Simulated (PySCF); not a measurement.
Si(CCH)(Cl)2(H), SMILES [SiH](Cl)(C#C)Cl (C2H2Cl2Si), B3LYP/def2-SVP optimised geometry. Atoms within 1.6 Å of the plane z = 0.8 Å (x, y, z in Å): Si1 (-0.41, -0.98, 0.00), Cl3 (-1.07, 0.98, 0.00), C4 (-1.07, -1.84, 1.46), H6 (1.07, -0.98, 0.00).

Calculation: B3LYP/def2-TZVP (PySCF 2.14.0).

Map of the HOMO amplitude (bohr^(-3/2)) on the plane z = 0.8 Å; orbital energy -8.50 eV, overall sign arbitrary:

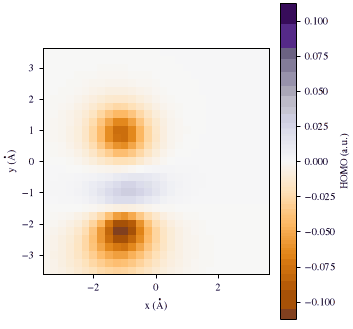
HOMO amplitude (bohr^(-3/2)) on the plane z = 0.8 Å.
